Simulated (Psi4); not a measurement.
**CH3BFNO (SMILES NC1(F)BO1): PBE0/def2-TZVP (ints tolerance 1e-06, sweep point 3)**

Aim: the vertical singlet–triplet gap of CH3BFNO at PBE0/def2-TZVP (ints tolerance 1e-06, sweep point 3), from 2 runs. 

Program for the calculation: Psi4 1.11.

4 further runs of the same task are left out: 4 set aside as unsound or not needed. Runs told in other sessions of the task aren't counted.

## (1) The structure to begin with

The species is CH3BFNO (8 atoms), meant as a singlet with charge 0. As SMILES, `NC1(F)BO1`. The shape is that of a PBE0-D4/def2-TZVP optimisation. This is one conformer, not always the lowest.

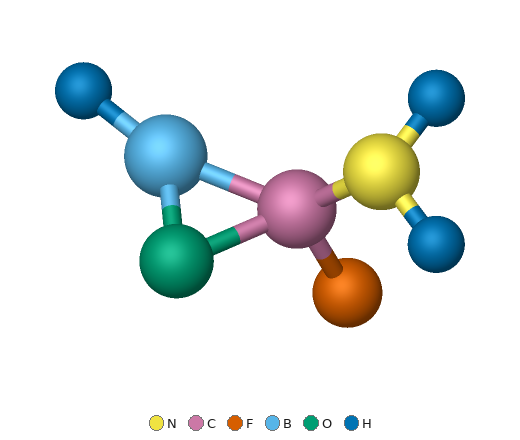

The structure, seen from a chosen angle (nitrogen yellow, carbon pink, fluorine orange, boron blue, oxygen teal, hydrogen blue).

## (2) A single-point energy at PBE0/def2-TZVP (ints tolerance 1e-06, sweep point 3)

File calc.in:

```
memory 1600 MB

molecule mol {
  0 1
  N     -0.431000     1.148400     0.184600
  C      0.054100    -0.061200    -0.289600
  F      0.122100    -0.132700    -1.658300
  B      0.337600    -1.307200     0.515100
  O      1.346900    -0.473000     0.255300
  H     -1.439500     1.170100     0.211400
  H     -0.075300     1.941600    -0.336200
  H      0.177200    -2.343100     1.061900
  units angstrom
  symmetry c1
}

set basis def2-TZVP
set puream true
set scf_type direct
set dft_radial_points 99
set dft_spherical_points 590
set ints_tolerance 1e-06
set maxiter 60

energy("pbe0")
```

Launch:

```
$ psi4 -n 1 calc.in calc.out
```

calc.out:

```text
[...]
  Running in c1 symmetry.
[...]
  Nuclear repulsion =  167.411286225685387
[...]
  Multiplicity = 1
[...]
  Nalpha       = 19
  Nbeta        = 19
[...]
    Number of basis functions: 173
[...]
   @DF-RKS iter   1:  -294.11226528922418   -2.38440e-01   4.71431e-03 DIIS/ADIIS
[...]
   @RKS iter  11:  -294.37481903560837   -1.85375e-07   3.11345e-07 DIIS
[...]
    Orbital Energies [Eh]
    ---------------------
    Doubly Occupied:
       1A    -24.768313     2A    -19.252991     3A    -14.394354
       4A    -10.368924     5A     -6.824966     6A     -1.252054
       7A     -1.110000     8A     -0.940119     9A     -0.665574
      10A     -0.580227    11A     -0.561759    12A     -0.535136
      13A     -0.506352    14A     -0.455490    15A     -0.443195
      16A     -0.406554    17A     -0.389462    18A     -0.306131
      19A     -0.298403
[...]
  @RKS Final Energy:  -294.37481903560837
   => Energetics <=
    Nuclear Repulsion Energy =            167.4112862256853873
    One-Electron Energy =                -735.8008354389630767
    Two-Electron Energy =                 301.5595979835545677
    DFT Exchange-Correlation Energy =     -27.5448678058852998
    Empirical Dispersion Energy =           0.0000000000000000
    VV10 Nonlocal Energy =                  0.0000000000000000
    Total Energy =                       -294.3748190356083683
[...]
 Multipole Moments:
 ------------------------------------------------------------------------------------
     Multipole            Electronic (a.u.)      Nuclear  (a.u.)        Total (a.u.)
 ------------------------------------------------------------------------------------
 L = 1.  Multiply by 2.5417464519 to convert [e a0] to [Debye]
 Dipole X            :          1.2055007           -1.9382319           -0.7327311
 Dipole Y            :         -2.0318249            2.1889003            0.1570755
 Dipole Z            :         -1.9937933            2.2175885            0.2237952
 Magnitude           :                                                    0.7820818
[...]
```

Wall time 51 s (1 thread of Intel Xeon Platinum 8259CL at 2.50GHz (Skylake/Cascade Lake), shared host); peak memory 1.2 GiB.

## (3) The triplet

File input.inp:

```
memory 1600 mb

molecule geom {
  0 3
  N     -0.431000     1.148400     0.184600
  C      0.054100    -0.061200    -0.289600
  F      0.122100    -0.132700    -1.658300
  B      0.337600    -1.307200     0.515100
  O      1.346900    -0.473000     0.255300
  H     -1.439500     1.170100     0.211400
  H     -0.075300     1.941600    -0.336200
  H      0.177200    -2.343100     1.061900
  symmetry c1
}

set basis def2-TZVP
set reference uks
set puream true
set scf_type direct
set dft_radial_points 99
set dft_spherical_points 590
set ints_tolerance 1e-06
set maxiter 100

e, wfn = energy("pbe0", return_wfn=True)
```

Launch:

```
$ psi4 -i input.inp -o input.out -n 1
```

input.out:

```text
[...]
  Running in c1 symmetry.
[...]
  Nuclear repulsion =  167.411286225685387
[...]
  Multiplicity = 3
[...]
  Nalpha       = 20
  Nbeta        = 18
[...]
    Number of basis functions: 173
[...]
   @DF-UKS iter   1:  -293.89190094365824   -1.80756e-02   4.78953e-03 DIIS/ADIIS
[...]
   @UKS iter  14:  -294.19186147855993   -1.62019e-07   5.35886e-07 DIIS
[...]
   @S^2 Observed:                2.006916258E+00
[...]
    Orbital Energies [Eh]
    ---------------------
    Alpha Occupied:
       1A    -24.822586     2A    -19.274856     3A    -14.429138
       4A    -10.452636     5A     -6.792823     6A     -1.302808
       7A     -1.141305     8A     -0.980696     9A     -0.719336
      10A     -0.628561    11A     -0.606534    12A     -0.578184
      13A     -0.531269    14A     -0.496311    15A     -0.468407
      16A     -0.421179    17A     -0.416714    18A     -0.364118
      19A     -0.333475    20A     -0.122390
    Alpha Virtual:
      21A      0.017931    22A      0.047236    23A      0.069436
      24A      0.084558    25A      0.092938    26A      0.099938
[...]
  @UKS Final Energy:  -294.19186147855993
   => Energetics <=
    Nuclear Repulsion Energy =            167.4112862256853873
    One-Electron Energy =                -734.6062618063846230
    Two-Electron Energy =                 300.5098755674174527
    DFT Exchange-Correlation Energy =     -27.5067614652780676
    Empirical Dispersion Energy =           0.0000000000000000
    VV10 Nonlocal Energy =                  0.0000000000000000
    Total Energy =                       -294.1918614785599289
  UHF NO Occupations:
  HONO-2 :   18  A 1.9985925
  HONO-1 :   19  A 1.0000000
[...]
 Multipole Moments:
 ------------------------------------------------------------------------------------
     Multipole            Electronic (a.u.)      Nuclear  (a.u.)        Total (a.u.)
 ------------------------------------------------------------------------------------
 L = 1.  Multiply by 2.5417464519 to convert [e a0] to [Debye]
 Dipole X            :          1.1790676           -1.9382319           -0.7591642
 Dipole Y            :         -1.1247568            2.1889003            1.0641435
 Dipole Z            :         -2.5383189            2.2175885           -0.3207305
 Magnitude           :                                                    1.3459568
[...]
```

Run time: 92 s. Hardware: 1 thread of Intel Xeon Platinum 8259CL at 2.50GHz (Skylake/Cascade Lake), shared host; peak memory 1.2 GiB.

## (4) Results

At PBE0/def2-TZVP (ints tolerance 1e-06, sweep point 3):

```
                                        quantity          value
                           singlet: total energy  -294.37482 Eh
                          singlet: dipole moment         1.99 D
                            singlet: HOMO energy       -8.12 eV
                            singlet: LUMO energy       -0.74 eV
                          singlet: HOMO–LUMO gap        7.38 eV
                           triplet: total energy  -294.19186 Eh
                          triplet: dipole moment         3.42 D
     triplet: HOMO energy (highest over α and β)       -3.33 eV
                                   triplet: ⟨S²⟩          2.007
vertical energy of the triplet above the singlet       4.979 eV
```

**Reading.** At this shape the triplet lies 4.98 eV (480 kJ/mol) above the singlet.
